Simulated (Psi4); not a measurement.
# SiH3O− (SMILES [O-][SiH3]) at wB97X-3c/vDZP (density fitting, core potential)

What is the vertical singlet–triplet gap of SiH3O− at wB97X-3c/vDZP (density fitting, core potential)? 

Program for the calculation: Psi4 1.11.

1 further run of the same task is left out (set aside as unsound or not needed).

## (1) The molecule

SiH3O− has 5 atoms, charge -1, and is taken as a singlet. SMILES: `[O-][SiH3]`. Geometry: relaxed at GFN2-xTB.

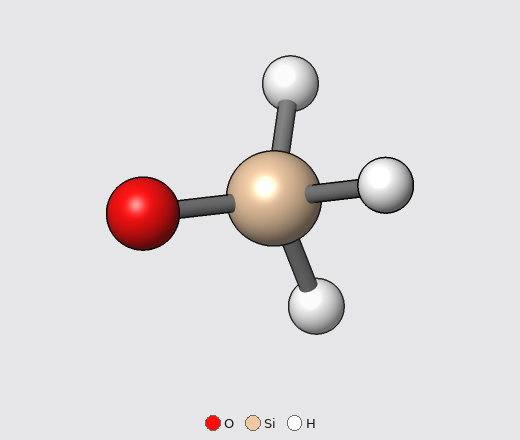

The structure, seen from a chosen angle (oxygen red, silicon light orange, hydrogen white).

## (2) The energy at wB97X-3c/vDZP (density fitting, core potential)

job.json

```json
{
 "schema_name": "qcschema_input",
 "schema_version": 1,
 "molecule": {
  "schema_name": "qcschema_molecule",
  "schema_version": 2,
  "symbols": ["O", "Si", "H", "H", "H"],
  "geometry": [-2.72908578, 0.51285277, 1.32299726, -0.15628035, 0.02947973, 0.0752111, -0.197363, -0.46755604, -2.74501617, 1.31870758, -2.2196912, 1.06093004, 1.76402154, 2.14491474, 0.28587777],
  "molecular_charge": -1,
  "molecular_multiplicity": 1
 },
 "driver": "energy",
 "model": {
  "method": "wb97x-3c",
  "basis": "(auto)"
 },
 "keywords": {
  "reference": "rks",
  "scf_type": "df"
 }
}
```

Command:

```sh
$ psi4 --qcschema job.json -n 1 --memory 1600MB
```

stdout (excerpt; [...] marks lines left out):

```text
[...]
    !!!  WARNING: ECP capability is in beta. Please check occupations closely.  !!!
[...]
  Running in c1 symmetry.
[...]
  Nuclear repulsion =   16.818642297055352
[...]
  Multiplicity = 1
[...]
  Nalpha       = 7
  Nbeta        = 7
[...]
    Number of basis functions: 41
[...]
   @DF-RKS iter   1:   -21.23360040909067   -1.00942e+00   2.64434e-02 ADIIS/DIIS
[...]
   @DF-RKS iter   9:   -21.83111676092733   -2.55661e-09   1.09290e-07 DIIS
[...]
    Orbital Energies [Eh]
    ---------------------
    Doubly Occupied:
       1A     -0.776165     2A     -0.418318     3A     -0.249682
       4A     -0.249582     5A     -0.206845     6A     -0.135043
       7A     -0.135021
[...]
  @DF-RKS Final Energy:   -21.83111676092733
   => Energetics <=
    Nuclear Repulsion Energy =             16.8186422970553515
    One-Electron Energy =                 -70.9577354023470974
    Two-Electron Energy =                  35.7217776617209282
    DFT Exchange-Correlation Energy =      -3.4097874714730119
    Empirical Dispersion Energy =          -0.0040138458834911
    VV10 Nonlocal Energy =                  0.0000000000000000
    Total Energy =                        -21.8311167609273262
[...]
 Multipole Moments:
 ------------------------------------------------------------------------------------
     Multipole            Electronic (a.u.)      Nuclear  (a.u.)        Total (a.u.)
 ------------------------------------------------------------------------------------
 L = 1.  Multiply by 2.5417464519 to convert [e a0] to [Debye]
 Dipole X            :          2.1975589           -1.6341897            0.5633692
 Dipole Y            :         -0.4123889            0.3066020           -0.1057869
 Dipole Z            :         -1.0691559            0.7946702           -0.2744857
 Magnitude           :                                                    0.6355455
[...]
```

The result, in JSON:

```text
{
 "driver": "energy",
 "model": {
  "method": "wb97x-3c",
  "basis": "(auto)"
 },
 "success": true,
 "return_result": -21.83111676092733,
 "properties": {
  "calcinfo_nbasis": 41,
  "calcinfo_nmo": 41,
  "calcinfo_nalpha": 7,
  "calcinfo_nbeta": 7,
  "calcinfo_natom": 5,
  "nuclear_repulsion_energy": 16.81864229705535,
  "return_energy": -21.83111676092733,
  "scf_one_electron_energy": -70.9577354023471,
  "scf_two_electron_energy": 35.72177766172093,
  "scf_xc_energy": -3.409787471473012,
  "scf_dispersion_correction_energy": -0.004013845883491111,
  "scf_dipole_moment": [0.5633691571580695, -0.10578687011119497, -0.2744857226421805],
  "scf_total_energy": -21.83111676092733,
  "scf_iterations": 9
 }
}
```

It took 5.1 s on 1 thread of Intel Xeon Platinum 8375C at 2.90GHz (Ice Lake), shared host; peak memory 0.35 GiB.

## (3) The triplet at the same level

job.dat

```
memory 1600 mb

molecule molecule1 {
  -1 3
  O
  Si 1 1.534609
  H 2 1.515556 1 116.09745
  H 2 1.515887 3 102.12054 1 127.29268
  H 2 1.51598 3 102.1329 4 105.37686
  units angstrom
}

set reference uks
set scf_type df

e = energy('wb97x-3c')
```

Command:

```sh
$ psi4 -i job.dat -o job.out -n 1
```

job.out (excerpt; [...] marks lines left out):

```text
[...]
    !!!  WARNING: ECP capability is in beta. Please check occupations closely.  !!!
[...]
  Running in c1 symmetry.
[...]
  Nuclear repulsion =   16.818643616436205
[...]
  Multiplicity = 3
[...]
  Nalpha       = 8
  Nbeta        = 6
[...]
    Number of basis functions: 41
[...]
   @DF-UKS iter   1:   -20.84609725123126   -6.17739e-01   2.82716e-02 DIIS/ADIIS
[...]
   @DF-UKS iter  13:   -21.63102248247969   -2.73651e-07   9.66881e-07 DIIS
[...]
   @S^2 Observed:                2.004792726E+00
[...]
    Orbital Energies [Eh]
    ---------------------
    Alpha Occupied:
       1A     -0.947346     2A     -0.465767     3A     -0.371400
       4A     -0.339234     5A     -0.322504     6A     -0.247071
       7A     -0.221436     8A      0.066359
    Alpha Virtual:
       9A      0.279293    10A      0.286433    11A      0.292060
      12A      0.359569    13A      0.365731    14A      0.498148
      15A      0.530837    16A      0.612358    17A      0.615386
      18A      0.664674    19A      0.678332    20A      0.796710
      21A      0.871715    22A      0.896192    23A      1.094946
      24A      1.108026    25A      1.221400    26A      1.243924
[...]
  @DF-UKS Final Energy:   -21.63102248247969
   => Energetics <=
    Nuclear Repulsion Energy =             16.8186436164362050
    One-Electron Energy =                 -69.7030364164704395
    Two-Electron Energy =                  34.5710602752661345
    DFT Exchange-Correlation Energy =      -3.3136761117195985
    Empirical Dispersion Energy =          -0.0040138459919927
    VV10 Nonlocal Energy =                  0.0000000000000000
    Total Energy =                        -21.6310224824796897
[...]
 Multipole Moments:
 ------------------------------------------------------------------------------------
     Multipole            Electronic (a.u.)      Nuclear  (a.u.)        Total (a.u.)
 ------------------------------------------------------------------------------------
 L = 1.  Multiply by 2.5417464519 to convert [e a0] to [Debye]
 Dipole X            :         -0.0121968           -0.0007833           -0.0129801
 Dipole Y            :          0.1162368            0.0018159            0.1180527
 Dipole Z            :          1.8213425           -1.8428447           -0.0215022
 Magnitude           :                                                    0.1206949
[...]
```

Run time: 7.2 s. Hardware: 1 thread of Intel Xeon Platinum 8375C at 2.90GHz (Ice Lake), shared host; peak memory 0.36 GiB.

## (4) Summary of results

At wB97X-3c/vDZP (density fitting, core potential):

| quantity | value |
| --- | --- |
| singlet: total energy | -21.83112 Eh |
| singlet: HOMO energy | -3.67 eV |
| singlet: LUMO energy | 7.37 eV |
| singlet: HOMO–LUMO gap (to an unbound level, set by the basis) | 11.05 eV |
| triplet: total energy | -21.63102 Eh |
| triplet: HOMO energy (highest over α and β) | 1.81 eV |
| triplet: LUMO energy (lowest over α and β) | 2.17 eV |
| triplet: ⟨S²⟩ | 2.005 |
| vertical energy of the triplet above the singlet | 5.445 eV |

At this shape the triplet lies 5.44 eV (126 kcal/mol) above the singlet. For an anion a state so high probably lies above electron detachment. The HOMO (triplet) lies at positive energy, 1.81 eV; only total energies tell whether the electron is bound.
